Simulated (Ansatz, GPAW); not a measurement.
# CN/Hf(0001): work function by functional and basis, part 3 of 4

Aim: the work function of both faces of CN/Hf(0001), and its spread over functionals and bases.

GPAW 26.7.0 and Ansatz 0.2.0; Ansatz plane waves; slab in vacuum with a dipole correction, relaxation (the session's first sound run).

So far, upper work function (eV): step 2 (relaxing the atoms, PBE) 7.36; step 3 (plane waves, PBE) 7.30; step 4 (self-consistent run: xc = "RPBE") 7.15; step 5 (self-consistent run: xc = "vdW-DF2", GPAW, PAW setups, GPAW) 7.70; step 6 (self-consistent run: xc = "revPBE") 7.15.

## Step 7: Real-space grid: mode = "fd"

Level of this step: GPAW, PAW setups; slab in vacuum (GPAW).

A real-space grid is a second complete basis, so it checks the plane-wave result.

The input, run.py:

```python
import json
import numpy as np
from ase import Atoms
from gpaw import GPAW

slab = Atoms(
    ['Hf', 'Hf', 'Hf', 'Hf', 'C', 'N'],
    positions=[
        [3.20000, 1.84752, 7.00000],
        [0.00000, 0.00000, 9.53120],
        [3.20000, 1.84752, 12.15940],
        [0.00000, -0.00000, 14.61136],
        [1.60000, 0.92376, 16.10583],
        [1.60000, 0.92376, 17.29144]],
    cell=[[3.2, 0.0, 0.0], [1.6, 2.77128, 0.0], [0.0, 0.0, 24.47265]],
    pbc=[True, True, False])

slab.calc = GPAW(mode='fd', h=0.18, xc='PBE', kpts={'size': (11, 11, 1), 'gamma': True},
                 occupations={'name': 'fermi-dirac', 'width': 0.1}, nbands='140%',
                 convergence={'density': 1e-05}, maxiter=200,
                 poissonsolver={'dipolelayer': 'xy'},
                 symmetry={'tolerance': 1e-3}, txt='slab.txt')
result = {}
energy = slab.get_potential_energy()
fermi = slab.calc.get_fermi_level()
v = slab.calc.get_electrostatic_potential().mean((0, 1)) - fermi
n = slab.calc.get_pseudo_density().mean((0, 1))
L = slab.cell[2, 2]
z = np.arange(len(v)) * L / len(v)
low, high = slab.positions[:, 2].min(), slab.positions[:, 2].max()
below, above = np.interp([low - 4.8, high + 4.8], z, v)
slopes = [np.interp(x, z, np.gradient(v, z)) for x in (low - 4.8, high + 4.8)]
eps = np.array([[slab.calc.get_eigenvalues(k, s) for k in range(len(slab.calc.get_ibz_k_points()))]
                for s in range(slab.calc.get_number_of_spins())]) - fermi
top, bottom = eps[eps < 0].max(), eps[eps > 0].min()
dipole = slab.get_dipole_moment()[2]
print(f'energy {energy:.4f} eV, Fermi level {fermi:.4f} eV, dipole {dipole:.5f} e A')
print(f'potential 4.8 A off the faces, from the Fermi level: lower {below:.4f} eV, upper {above:.4f} eV')
print(f'slope of the potential there: lower {slopes[0]:.5f}, upper {slopes[1]:.5f} eV/A')
print(f'nearest levels on the mesh: {top:.4f} and {bottom:.4f} eV')
print('magnetic moment', round(slab.get_magnetic_moment(), 3))
result.update(energy=energy, fermi=fermi, dipole=dipole, below=below, above=above, slopes=slopes, edges=[top, bottom],
              z=z.tolist(), v=v.tolist(), n=n.tolist(), positions=slab.positions.tolist(),
              forces=slab.get_forces(apply_constraint=False).tolist(), moments=slab.get_magnetic_moments().tolist())
json.dump(result, open('result.json', 'w'))
```

Started as:

```sh
> OMP_NUM_THREADS=1 OPENBLAS_NUM_THREADS=1 python run.py
```

Numbers of over 12 decimals in the logs are rounded to 6 here.

The program printed:

```text
energy -45.8165 eV, Fermi level -5.8760 eV, dipole -0.14812 e A
potential 4.8 A off the faces, from the Fermi level: lower 4.3636 eV, upper 7.3873 eV
slope of the potential there: lower -0.00314, upper 0.00001 eV/A
nearest levels on the mesh: -0.0076 and 0.0713 eV
magnetic moment 0.0
```

Wall time 6.2 min (1 thread of Arm Neoverse V1, shared host); peak memory 0.79 GiB.

Numbers from this step:

| Property | Result |
| --- | --- |
| dipole along the normal | -0.1481 e·Å |
| levels nearest the Fermi level on the mesh | -0.007563, 0.07126 eV from the Fermi level |
| upper work function | 7.387 eV |
| lower work function | 4.364 eV |

The electrostatic potential energy of an electron (without an applied field's), less the Fermi level, planar mean oscillates, so the rows of the table below give means over windows of 1 Å about each position, cut where the curve ends. Its maxima inside the range that stand out by 2 % of the span (Å: eV): 8.3: -0.412, 10.9: -0.140, 13.4: -0.981, 15.6: -5.09, 16.7: 0.213. Its minima: 7.0: -22.8, 9.5: -22.7, 12.1: -22.6, 14.6: -22.6, 16.1: -9.61, 17.3: -7.88.

The electrostatic potential energy of an electron (without an applied field's), less the Fermi level, planar mean by z; means over each step:

```
z (Å)  electrostatic potential energy of an electron (without an applied field's), less the Fermi level, planar mean (eV)
    0                                                                                                                4.50
    1                                                                                                                4.36
    2                                                                                                                4.36
    3                                                                                                                4.35
    4                                                                                                                4.26
    5                                                                                                                3.41
    6                                                                                                               -2.99
    7                                                                                                               -18.6
    8                                                                                                               -3.38
    9                                                                                                               -11.4
   10                                                                                                               -12.9
   11                                                                                                               -1.93
   12                                                                                                               -17.7
   13                                                                                                               -5.61
   14                                                                                                               -9.92
   15                                                                                                               -15.0
   16                                                                                                               -6.58
   17                                                                                                               -3.29
   18                                                                                                                4.22
   19                                                                                                                7.31
   20                                                                                                                7.39
   21                                                                                                                7.39
   22                                                                                                                7.39
   23                                                                                                                7.39
   24                                                                                                                7.39
```

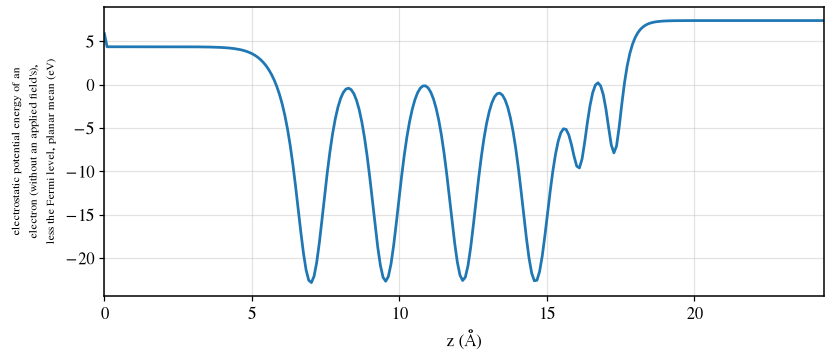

Electrostatic potential energy of an electron (without an applied field's), less the Fermi level, planar mean, plotted against z.

The upper face's work function is 7.387 eV, against 7.296 eV in the first plane-wave PBE run at this geometry.

## Step 8: Atomic orbitals: mode = "lcao"

Atom-centred orbitals end a few angstrom from the surface, which tests how much the density's tail matters.

Edit run.py of step 7 so:

```diff
@@ -17,4 +17,4 @@
 
-slab.calc = GPAW(mode='fd', h=0.18, xc='PBE', kpts={'size': (11, 11, 1), 'gamma': True},
-                 occupations={'name': 'fermi-dirac', 'width': 0.1}, nbands='140%',
+slab.calc = GPAW(mode='lcao', basis='dzp', h=0.18, xc='PBE', kpts={'size': (11, 11, 1), 'gamma': True},
+                 occupations={'name': 'fermi-dirac', 'width': 0.1}, nbands='120%',
                  convergence={'density': 1e-05}, maxiter=200,
```

The program printed:

```text
energy -43.8380 eV, Fermi level -5.8335 eV, dipole -0.14454 e A
potential 4.8 A off the faces, from the Fermi level: lower 4.3585 eV, upper 7.3082 eV
slope of the potential there: lower -0.00118, upper 0.00000 eV/A
nearest levels on the mesh: -0.0081 and 0.0710 eV
magnetic moment 0.0
```

Elapsed: 17 min, on 1 thread; peak memory 0.42 GiB.

Numbers from this step:

* dipole along the normal: -0.1445 e·Å
* levels nearest the Fermi level on the mesh: -0.008111, 0.07104 eV from the Fermi level
* upper work function: 7.308 eV
* lower work function: 4.358 eV

The upper face's work function is 7.308 eV, against 7.296 eV in the first plane-wave PBE run at this geometry.

## Step 9: The ladder

Times are for 1 thread of Arm Neoverse V1, shared host. The series side by side:

```
no.      run  upper work function (eV)  lower work function (eV)     time  memory (GiB)
  1       pw                     7.296                     4.365  2.6 min          0.28
  2     RPBE                     7.147                     4.261  2.5 min          0.28
  3  vdW DF2                     7.702                     4.605    3 min          0.49
  4   revPBE                     7.154                     4.271  2.7 min          0.28
  5       fd                     7.387                     4.364  6.2 min          0.79
  6     lcao                     7.308                     4.358   17 min          0.42
```

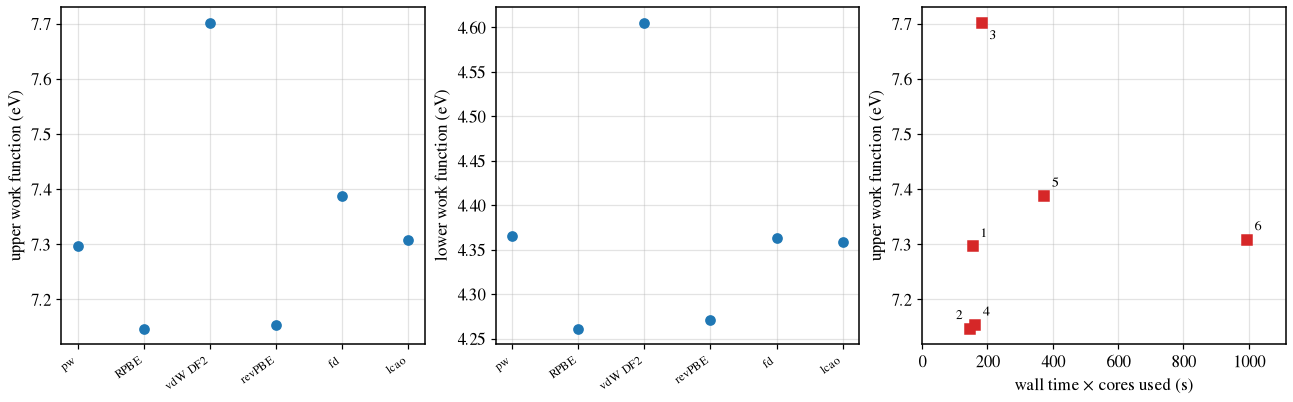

The series as plots; the last panel sets the first result against cost, with the runs numbered as in the table.

## Step 10: A second plane-wave code

A second program with its own datasets checks the number independently.

This step: Ansatz plane waves; slab in vacuum with a dipole correction (Ansatz 0.2.0).

The input, input.yaml:

```yaml
crystal:
  lattice:
    - [3.2, 0.0, 0.0]
    - [1.6, 2.7712812921, 0.0]
    - [0.0, 0.0, 24.4726487535]
  atoms:
    - { symbol: Hf, position: [0.6666666667, 0.6666666667, 0.2860336072] }
    - { symbol: Hf, position: [0.0, 0.0, 0.3894633595] }
    - { symbol: Hf, position: [0.6666666667, 0.6666666667, 0.4968568486] }
    - { symbol: Hf, position: [0.0, 0.0, 0.5970485068] }
    - { symbol: C, position: [0.3333333333, 0.3333333333, 0.65811538] }
    - { symbol: "N", position: [0.3333333333, 0.3333333333, 0.706561726] }
kpoints:
  mp_grid: { grid: [11, 11, 1] }
hamiltonian:
  xc: pbe
scf:
  occupations: { method: fermi_dirac, width: 0.1 }
efield:
  axis: 3
  dipole_correction: true
  ramp_width: 0.05
output:
  forces: true
  write_potential: true
  write_density: true
  volumetric_format: npy
  elf: true
```

Started as:

```sh
> ansatz run input.yaml --threads 4 --pin off --max-ram 8192MiB --backend cpu --events-out ev --progress --plain --runs-dir out
```

The program printed:

```text
[...]
Crystal: 6 atoms, lattice volume = 217.026 Å³
Basis set: ecut = 420 eV, 4269 PW (Γ), exchange–correlation on 48×48×360 points (8 copies of the dense FFT grid, shifted against one another)
Bands: 68, of which v1, the nominal top of the filled ones, is band 57 counted from 1 (56 counted from 0)
Symmetry: 6 space group operations
[...]
k-points: 16 of 121 (time reversal used)
[...]
SCF iter   1: F=—  HF=-63518.598782 eV  |F-HF|=—  |Δ(HF+E_count)|=         —  Δρ=1.03e-2  dr2=8.79e0  ethr=1.77e-3  p=-0.104 e·Å  D=-8.71e-2 V/Å  ΔV_dip=2.13 eV  dr2_dipole=6.05e0  V_vac-E_F(+/−)=6.74/4.61 eV  ⟨swp⟩=6.1  Hψ=4165  notcnv=0
[...]
SCF iter   9: F=-63518.486627 eV  HF=-63518.486627 eV  |F-HF|=1.51e-7  |Δ(HF+E_count)|=   8.31e-7  Δρ=4.27e-6  dr2=5.05e-8  ethr=8.85e-11  p=-0.147 e·Å  D=-1.23e-1 V/Å  ΔV_dip=3.00 eV  dr2_dipole=1.70e-10  V_vac-E_F(+/−)=7.36/4.36 eV  ⟨swp⟩=15.9  Hψ=10600  notcnv=0
SCF 1 converged in 9 iterations: F = -63518.486627 eV  dr2 = 5.05e-8
[...]
WARN: The input density's exchange-correlation potential varies sharply where the density is thin. Do not read a vacuum level from v_tot or v_xc, or from such a field of the output density. On a cell that repeats whose density bears no net charge and no dipole along the vacuum's axis use v_es (v_loc + v_h of the components); under efield.dipole_correction with no amplitude use v_es + v_field, which holds any external [...]
SCF converged after 9 iterations
Free energy (F): -63518.486627 eV
[...]
Internal energy: -63518.327481 eV  (E = F + TS)
E sigma→0 (E₀):  -63518.407054 eV
Entropy (-TS):   -0.159146 eV (-26.524 meV/atom)
Fermi energy:    5.745108 eV
Dipole field:    D = -0.122630 V/Å  (p = -0.147078 e·Å, saw-weighted, corrected)
Work function:   Φ+ = 7.3608 eV   Φ− = 4.3596 eV
[...]
--- Forces (eV/Å), atoms counted from 1 ---
  atom   1  Hf     0.00000000     0.00000000     0.64406250
  atom   2  Hf    -0.00000000    -0.00000000    -0.64319167
  atom   3  Hf     0.00000000     0.00000000    -0.00023663
  atom   4  Hf    -0.00000000    -0.00000000    -0.00012779
  atom   5  C     -0.00000000     0.00000000     0.00521220
  atom   6  N     -0.00000000    -0.00000000    -0.00567597
  max |Σ_I F_I| component: 4.26e-5 eV/Å
--- Band table (eV; the first three rows and the last of 16) ---
  k-point 0: bands = [... 53 lower, 5.6006, 6.0032, 6.3595, 6.6058, 6.6058, 6.9199, 6.9199, 6.9270, ... 7 higher]
  k-point 1: bands = [... 53 lower, 5.4875, 5.8368, 6.2664, 6.4288, 6.5454, 6.7710, 6.8838, 7.1127, ... 7 higher]
  k-point 2: bands = [... 53 lower, 5.0812, 5.4443, 5.7291, 5.9967, 6.3644, 6.7151, 6.9860, 7.1629, ... 7 higher]
  k-point 15: bands = [... 53 lower, 4.3956, 4.8104, 4.8530, 5.5756, 5.7092, 5.9135, 5.9943, 6.2549, ... 7 higher]
```

Elapsed: 8.7 s, on 4 threads; peak memory 0.73 GiB; 33 s of CPU time.

Reading the cycles: dr2 is the Hartree energy of the density residual (eV), the measure of convergence; HF is the Harris–Foulkes estimate of the energy, which meets the free energy F at convergence.

This step gave:

| Quantity | Value |
| --- | --- |
| upper work function | 7.361 eV |
| lower work function | 4.360 eV |
| dipole along the normal | -0.1471 e·Å |
| dipole field | -0.1226 V/Å |
| vacuum level above | 13.11 eV |
| vacuum level below | 10.10 eV |

The electrostatic potential energy of an electron (with the applied field's), less the Fermi level, planar mean oscillates, so the rows of the table below give means over windows of 1 Å about each position, cut where the curve ends. Its maxima inside the range that stand out by 2 % of the span (Å: eV): 8.3: -0.429, 10.9: -0.123, 13.3: -1.03, 15.6: -5.47, 16.7: -0.278, 22.2: 7.36. Its minima: 6.9: -13.8, 9.5: -13.6, 12.1: -13.5, 14.7: -13.6, 16.0: -7.57, 17.3: -4.26.

Electrostatic potential energy of an electron (with the applied field's), less the Fermi level, planar mean against z; means over each step:

```
z (Å)  electrostatic potential energy of an electron (with the applied field's), less the Fermi level, planar mean (eV)
    0                                                                                                              5.02
    1                                                                                                              4.37
    2                                                                                                              4.36
    3                                                                                                              4.35
    4                                                                                                              4.25
    5                                                                                                              3.40
    6                                                                                                             -2.81
    7                                                                                                             -12.6
    8                                                                                                             -3.24
    9                                                                                                             -8.52
   10                                                                                                             -9.39
   11                                                                                                             -1.98
   12                                                                                                             -11.9
   13                                                                                                             -4.95
   14                                                                                                             -7.69
   15                                                                                                             -10.9
   16                                                                                                             -5.91
   17                                                                                                             -2.37
   18                                                                                                              4.10
   19                                                                                                              7.28
   20                                                                                                              7.36
   21                                                                                                              7.36
   22                                                                                                              7.36
   23                                                                                                              7.36
   24                                                                                                              6.89
```

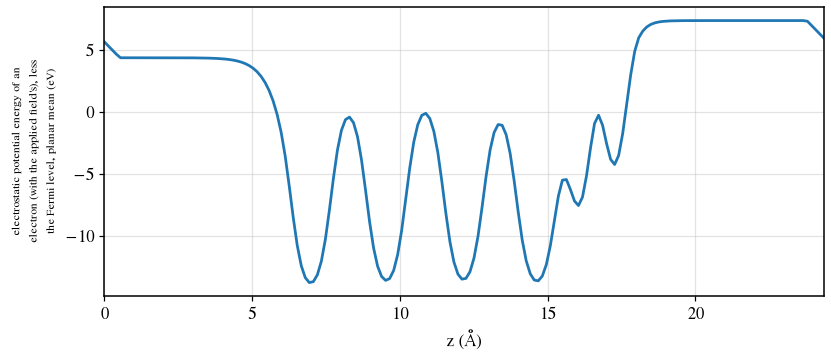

Electrostatic potential energy of an electron (with the applied field's), less the Fermi level, planar mean, plotted against z.

(Continued in part 4 of 4.)

[Logs are printed without paths, hosts, clocks, repeated set-up lines and the standing remarks that a program may print on its own settings, such as how far it seeks lower states.]

[Hosts, paths, dates, database ids (printed as entryN), source tags and the programs' standing remarks are cut or masked in the printed files.]
